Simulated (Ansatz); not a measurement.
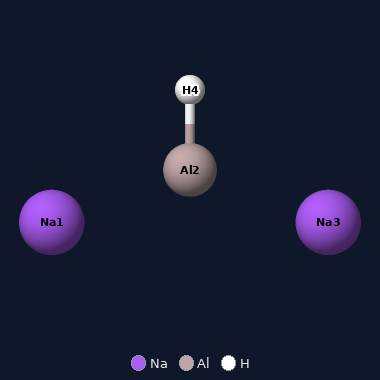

The system is AlHNa2; the picture shows the grid point nearest to the relaxed geometry. Two internal coordinates are moved rigidly from the geometry relaxed at PBE0-D4/def2-TZVP, all others fixed. First axis: bond Al2–H4. Second axis: angle Na3–Al2–Na1. The scan uses a 7 × 7 grid. Points are written as (first, second). Energies: kcal/mol, counted from the lowest grid point. These are results of Ansatz, RHF-CCSD(T), frozen core/def2-TZVPP, not measurements.

Its coordinates:

```yaml
atoms:
  - { symbol: Na, position_ang: [-2.6877, 0.4871, -1.0072] }
  - { symbol: Al, position_ang: [0.0557, 0.0980, 0.0033] }
  - { symbol: Na, position_ang: [1.7674, -2.1076, 0.9539] }
  - { symbol: H, position_ang: [0.8418, 1.4816, 0.0488] }
```

Range: bond Al2–H4 from 1.345 to 2.378 Å; angle Na3–Al2–Na1 from 108.5 to 168.5°.

Predict the map.

The lowest grid point is at (1.592 Å, 138.5°). It is the only kind of minimum in the scanned range. The highest grid point, (2.378 Å, 108.5°), lies 32.4 kcal/mol above the lowest.

```csv
"angle Na3–Al2–Na1 ↓, bond Al2–H4 →",1.345,1.445,1.592,1.764,1.955,2.160,2.378
168.5,19.2,8.8,2.7,3.2,8.5,16.4,25.1
158.5,17.4,7.3,1.4,2.3,8.1,16.5,25.7
148.5,16.1,6.1,0.4,1.7,7.9,16.6,26.2
138.5,15.3,5.4,0.0,1.5,8.0,17.1,27.0
128.5,15.2,5.4,0.2,2.0,8.7,18.1,28.2
118.5,15.7,6.1,1.1,3.1,10.1,19.6,30.0
108.5,17.0,7.5,2.7,4.9,12.1,21.9,32.4
```

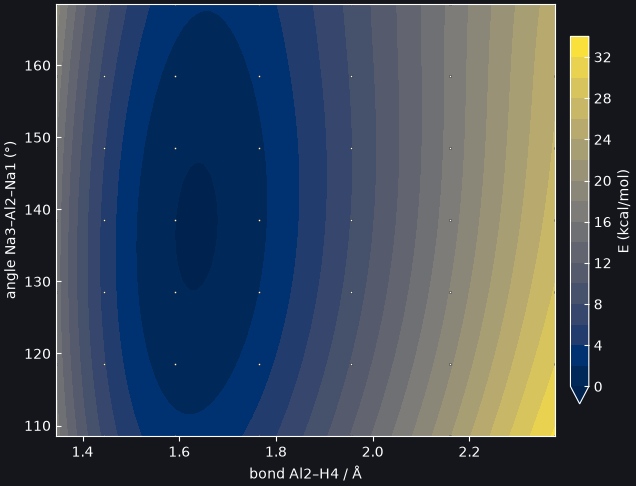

In the figure: filled contours, dots at the grid points. Between grid points the surface is interpolated.
